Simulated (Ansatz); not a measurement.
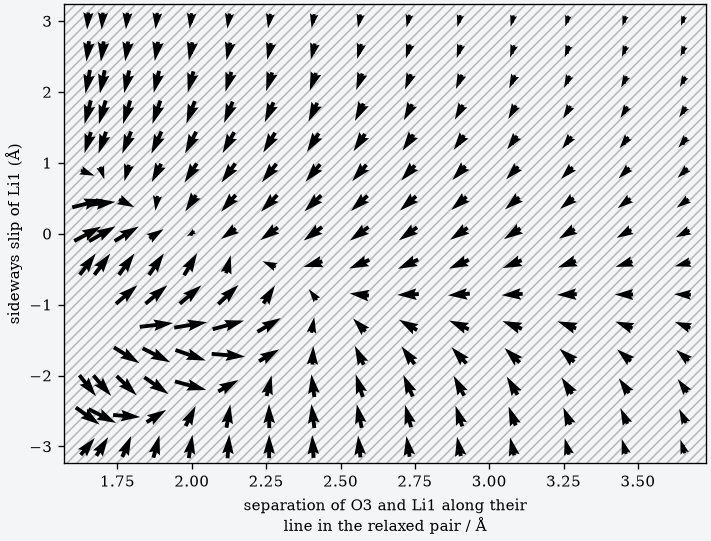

H2LiO2, charge +1. The first coordinate is: separation of O3 and Li1 along their line in the relaxed pair; the second: sideways slip of Li1. Nothing is relaxed (both partners rigid). Grid: 15 × 15 points. At 7 points there is no value (left out of the scan, as a rule where atoms come close). Points are written as (first, second). Method: Ansatz 0.2.0, RHF-MP2, frozen core/def2-TZVPD.

Drawn: dots at the grid points, arrows along the force (downhill), their lengths compressed, hatched blanks where no value was computed.

The arrows alone are given. Where is the energy lowest?

Answer. The arrows converge at about (1.961 Å, 0.01 Å) (read from the interpolated surface).

The energy map of the same scan:

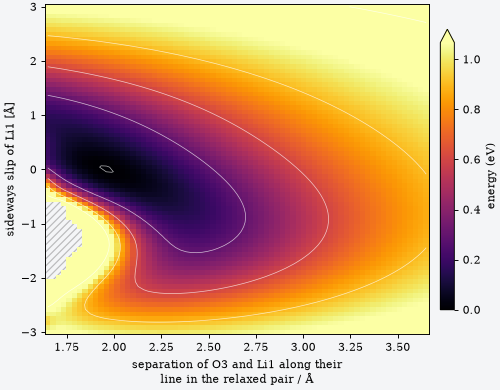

Energies are in eV, from the lowest grid point; between grid points the surface is interpolated.
